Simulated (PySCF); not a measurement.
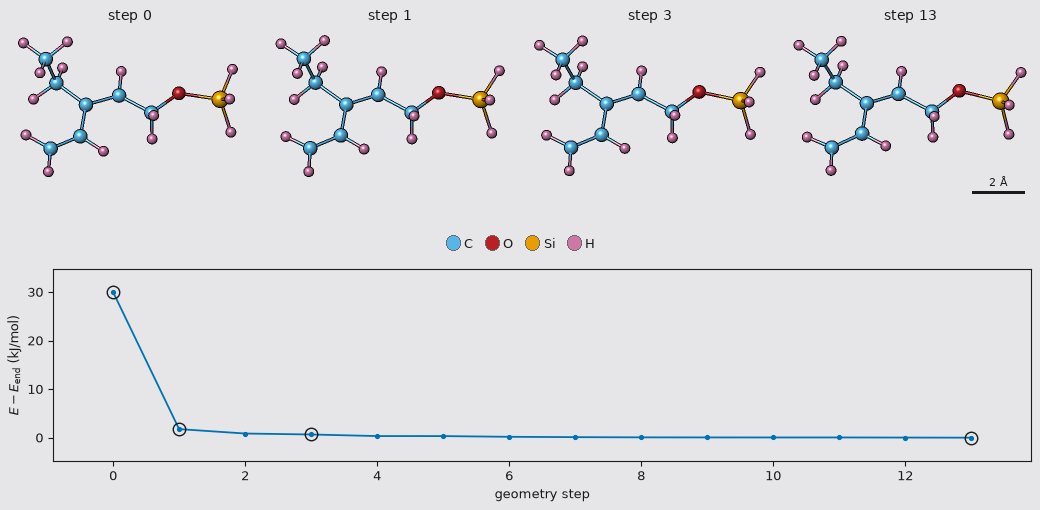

Frames of a relaxation of C7H14OSi, marked on the history of the run. Style: ball-and-stick. Shown at a tilt.

The start comes from GFN2-xTB. Its atoms were then displaced at random by about 0.01 Å.

Method: PBE0-D3(BJ)/def2-SVP geometry optimisation, gas phase in PySCF. 

> What happens along the run?

The energy falls by 30.0 kJ/mol in 13 geometry steps. The largest move after the best rigid fit is that of an H atom, 0.37 Å. By element the largest moves are H 0.37 Å, C 0.17 Å, O 0.10 Å, Si 0.07 Å. Among the contacts that change: C–H 1.051 → 1.100 Å, H–Si 1.452 → 1.498 Å, C–C 1.461 → 1.498 Å, O–Si 1.628 → 1.664 Å. Among the angles between lasting bonds that change: O–Si–H 98.7° → 106.5°, C–O–Si 129.5° → 123.5°, H–Si–H 115.1° → 110.2°. From step 0 to 1: an H atom moves most (0.28 Å), energy −28.2 kJ/mol. From step 1 to 3: an H atom moves most (0.09 Å), energy −1.11 kJ/mol. From step 3 to 13: an H atom moves most (0.13 Å), energy −0.66 kJ/mol.

```json
{"step": "0", "E − E(0), kJ/mol": "0.00"}
{"step": "1", "E − E(0), kJ/mol": "-28.23"}
{"step": "2", "E − E(0), kJ/mol": "-29.14"}
{"step": "3", "E − E(0), kJ/mol": "-29.34"}
{"step": "4", "E − E(0), kJ/mol": "-29.67"}
{"step": "5", "E − E(0), kJ/mol": "-29.67"}
{"step": "6", "E − E(0), kJ/mol": "-29.82"}
{"step": "7", "E − E(0), kJ/mol": "-29.89"}
{"step": "8", "E − E(0), kJ/mol": "-29.93"}
{"step": "9", "E − E(0), kJ/mol": "-29.95"}
{"step": "10", "E − E(0), kJ/mol": "-29.95"}
{"step": "11", "E − E(0), kJ/mol": "-29.95"}
{"step": "12", "E − E(0), kJ/mol": "-29.97"}
{"step": "13", "E − E(0), kJ/mol": "-30.00"}
```
